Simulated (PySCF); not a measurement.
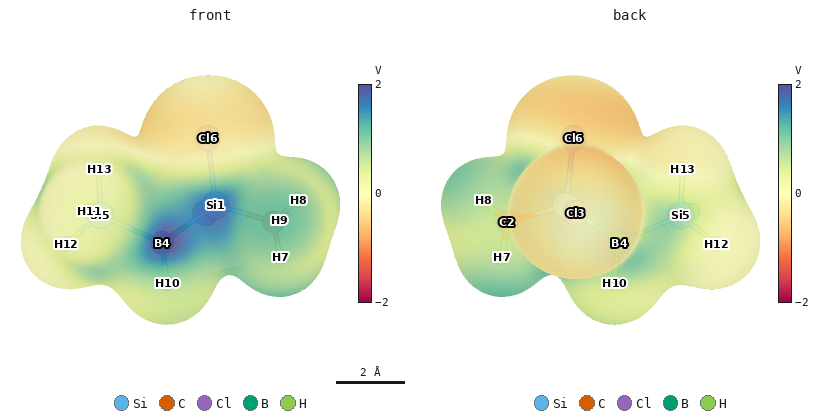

*CH7BCl2Si2 (SMILES C[Si](Cl)(Cl)B[SiH3]). The electrostatic potential painted on the density surface at 0.002 e/bohr³, seen from the front and from behind; the colour scale runs from red (negative) to blue (positive).*

Geometry: PBE0-D3(BJ)/def2-SVP.

Level of theory: PySCF 2.14.0, PBE0/pcSseg-1, SCF density, gas phase, non-relativistic.

| atom | x (Å) | y (Å) | z (Å) |
| --- | --- | --- | --- |
| Si | -0.8283 | 0.3513 | 0.1939 |
| C | -2.5516 | -0.3202 | 0.0201 |
| Cl | -0.3987 | 0.6488 | 2.2281 |
| B | 0.8113 | -0.7446 | 0.0017 |
| Si | 2.5851 | 0.1316 | -0.3466 |
| Cl | -0.7503 | 2.1805 | -0.7781 |
| H | -2.6480 | -1.2551 | 0.5924 |
| H | -3.2879 | 0.4070 | 0.3933 |
| H | -2.7718 | -0.5275 | -1.0386 |
| H | 0.7363 | -1.9322 | 0.2162 |
| H | 2.8367 | -0.0903 | -1.8119 |
| H | 3.7124 | -0.4947 | 0.4113 |
| H | 2.5844 | 1.6038 | -0.0968 |

Describe the electrostatic potential map.

Answer. The most negative region (about −0.6 V, or −14 kcal/mol for a unit charge) lies over Cl3 and Cl6, the most positive (about +1.9 V, or +44 kcal/mol for a unit charge) over Si1 and B4.

How polar is the molecule by this calculation?

Answer. Its dipole moment is 2.58 D.
